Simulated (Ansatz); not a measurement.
A series of calculations on BHCl₃F

### Relaxation

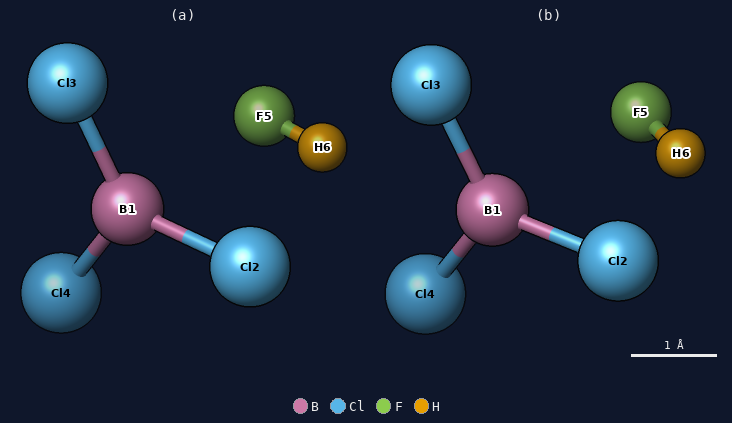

The structure of BHCl$_{3}$F before (left) and after (right) a relaxation, at one scale.

The picture is a ball-and-stick view, seen at a tilt.

The run prepares an end point of a later path (reaction) calculation, from a guessed geometry.

Method: RKS PBE-D4/def2-SVP (Ansatz 0.2.0).

Input
```yaml
crystal:
  periodic: [false, false, false]
  atoms:
    - { symbol: B, position_ang: [-0.000891, 0.266741, 0.036031] }
    - { symbol: Cl, position_ang: [-0.005297, 0.631117, 1.829603] }
    - { symbol: Cl, position_ang: [1.524277, 0.271393, -0.813834] }
    - { symbol: Cl, position_ang: [-1.529021, 0.199612, -0.806403] }
    - { symbol: F, position_ang: [0.062314, -2.180439, 0.635597] }
    - { symbol: H, position_ang: [0.068918, -1.917625, 1.529707] }
basis:
  gaussian: { orbitals: def2-SVP }
hamiltonian:
  xc: pbe
  dispersion: d4
relax:
  f_tol: 0.03
  max_steps: 50
output:
  orbitals: {}
```

Command:
```bash
ansatz run input.yaml --threads 2 --pin off --max-ram 3072MiB --backend cpu --events-out ev --progress --plain --runs-dir out
```

Question: What changed between the two?

Answer: Over 6 accepted moves (7 points after the start) the energy falls by 0.94 kcal/mol. The largest force component goes from 0.86 to 0.0078 eV/Å. The line search rejected the trial step at point 2 of the run. F5 moves most after the best rigid fit: 0.15 Å. By element the largest moves are F 0.15 Å, H 0.14 Å, Cl 0.12 Å, B 0.02 Å. Near-neighbour distances that change, for instance: B1–Cl2 1.830 → 1.782 Å, F5–H6 0.932 → 0.940 Å.

Limits of the set-up: the start holds two separate molecules, 2.5 Å apart at their closest, whose relative position is a soft coordinate.

### Relaxation

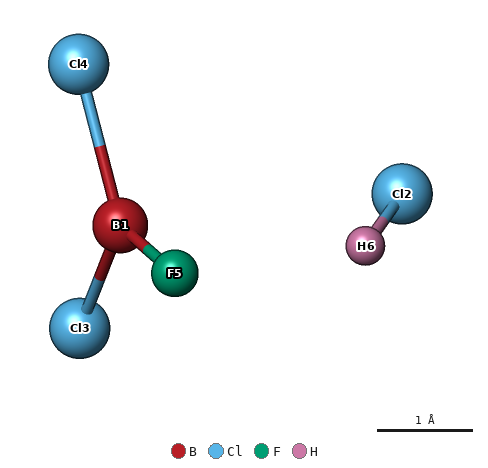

BHCl3F, before the relaxation. A ball-and-stick model, seen at a tilt.

The run prepares an end point of a later path (reaction) calculation, from a guessed geometry.

Level of theory: Ansatz 0.2.0, RKS PBE-D4/def2-SVP.

Input file:
```yaml
crystal:
  periodic: [false, false, false]
  atoms:
    - { symbol: B, position_ang: [0.016988, -0.508532, -0.476979] }
    - { symbol: Cl, position_ang: [0.016019, 0.146937, 2.517898] }
    - { symbol: Cl, position_ang: [1.53816, 0.260332, -0.883281] }
    - { symbol: Cl, position_ang: [-1.526193, 0.217756, -0.878296] }
    - { symbol: F, position_ang: [0.034919, -1.729911, 0.050333] }
    - { symbol: H, position_ang: [0.040407, -1.115782, 2.081025] }
basis:
  gaussian: { orbitals: def2-SVP }
hamiltonian:
  xc: pbe
  dispersion: d4
relax:
  f_tol: 0.03
  max_steps: 50
```

Run as
```bash
ansatz run input.yaml --threads 2 --pin off --max-ram 3072MiB --backend cpu --events-out ev --progress --plain --runs-dir out
```

Question: Where does the relaxation end?

Answer: The atom that moves furthest after the best rigid fit is Cl2 (0.18 Å). By element the largest moves are Cl 0.18 Å, H 0.17 Å, B 0.10 Å, F 0.05 Å. Some distances before and after: Cl2–H6 1.336 → 1.298 Å. After 5 accepted moves (6 points after the start) the energy has fallen by 0.92 kcal/mol. The largest force component goes from 0.96 to 0.021 eV/Å. The line search rejected the trial step at point 1 of the run.

Final geometry:

```xyz
6

B     0.0173   -0.5034   -0.5764
Cl    0.0194    0.1065    2.6948
Cl    1.5364    0.2614   -0.9888
Cl   -1.5252    0.2175   -0.9808
F     0.0360   -1.6990    0.0131
H     0.0364   -1.1122    2.2489
```

After the run, drawn alike:

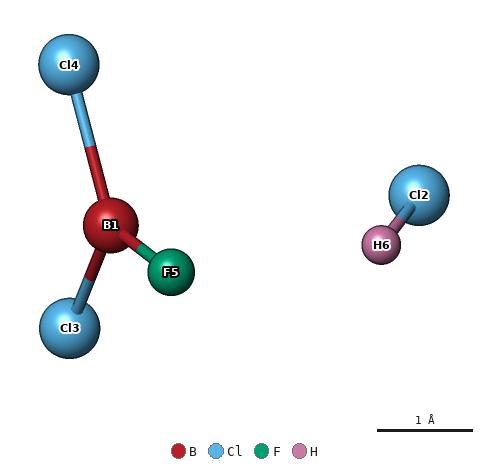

### Path

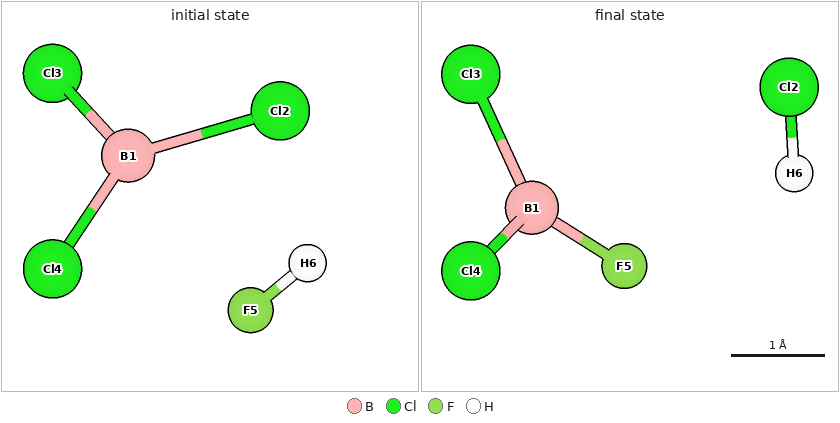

The two relaxed end points of a path for BHCl3F, made up at the start of BCl$_{3}$ and HF. A ball-and-stick model, seen from a free direction.

These are results of RKS PBE-D4/def2-SVP in Ansatz 0.2.0, not measurements.

Set-up: 9 movable images; climbing image; force threshold 0.05 eV/Å; iteration limit 60.

Start:
```xyz
6

B    -0.0002    0.2894    0.0336
Cl    0.0003    0.5166    1.8009
Cl    1.5197    0.3127   -0.8236
Cl   -1.5254    0.2350   -0.8127
F     0.0684   -2.3050    0.7169
H     0.0575   -1.7779    1.4956
```

End:
```xyz
6

B     0.0170   -0.4858   -0.5771
Cl    0.0153    0.0649    2.7046
Cl    1.5272    0.3031   -0.9768
Cl   -1.5338    0.2253   -0.9672
F     0.0494   -1.6915   -0.0094
H     0.0453   -1.1453    2.2367
```

### What barrier does the band find between them, and by what path?

The highest point, image 4, lies 7.8 kcal/mol above the start and 22.5 kcal/mol above the end; the end is at −14.7 kcal/mol relative to the start. Breaking: B1–Cl2 (1.78 → 2.03 at the top → 3.33 Å), F5–H6 (0.94 → 1.16 at the top → 2.31 Å). Forming: B1–F5 (2.68 → 1.58 at the top → 1.33 Å), Cl2–H6 (2.32 → 1.59 at the top → 1.30 Å). The band is converged. At the top, the vibrational analysis gives one imaginary mode (637i cm⁻¹), as a transition state must have.

Energies of the converged images:

| image | path (Å) | E (kcal/mol) |
| --- | --- | --- |
| 0 | 0.00 | 0.0 |
| 1 | 0.27 | 0.5 |
| 2 | 0.54 | 2.0 |
| 3 | 0.81 | 4.9 |
| 4 | 1.09 | 7.8 |
| 5 | 1.33 | 3.5 |
| 6 | 1.58 | -4.6 |
| 7 | 1.82 | -10.5 |
| 8 | 2.07 | -13.4 |
| 9 | 2.31 | -14.5 |
| 10 | 2.55 | -14.7 |

The geometry at the top of the path:

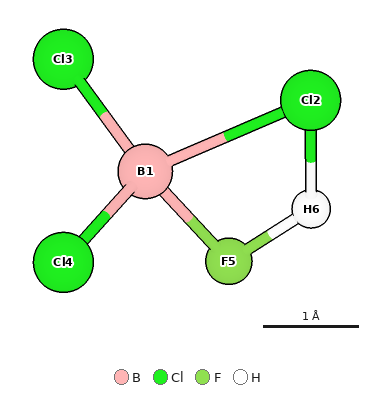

Limits of the set-up: the start holds two separate molecules, 2.3 Å apart at their closest, whose relative position is a soft coordinate.
